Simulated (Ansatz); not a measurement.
```xyz
3

B     0.7868    0.4549   -0.0145
B    -0.7866    0.4502   -0.0683
B    -0.0001   -0.9052    0.0828
```

Geometry: PBE-D4/def2-TZVP.

Computed with RKS PBE0-D4/def2-TZVP in Ansatz 0.2.0.

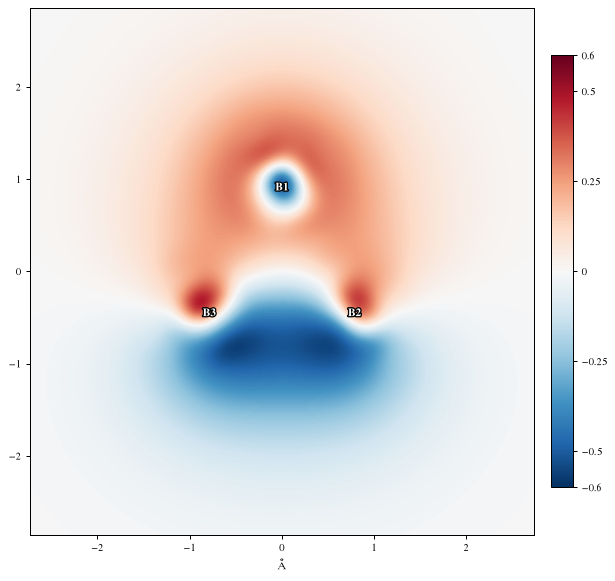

B3 (charge +1). The HOMO−1 on the molecular plane (values in Å⁻³ᐟ²; the overall sign is arbitrary).

Question: Where does this orbital lie, and at what energy?

Answer: It lies mainly on B1 (about 35 %), B2 (about 35 %) and B3 (about 35 %); it is symmetric in the molecular plane (an in-plane orbital: σ, lone-pair or in-plane π type). It is one of a degenerate set, so its orientation is arbitrary. Its energy is −16.61 eV.
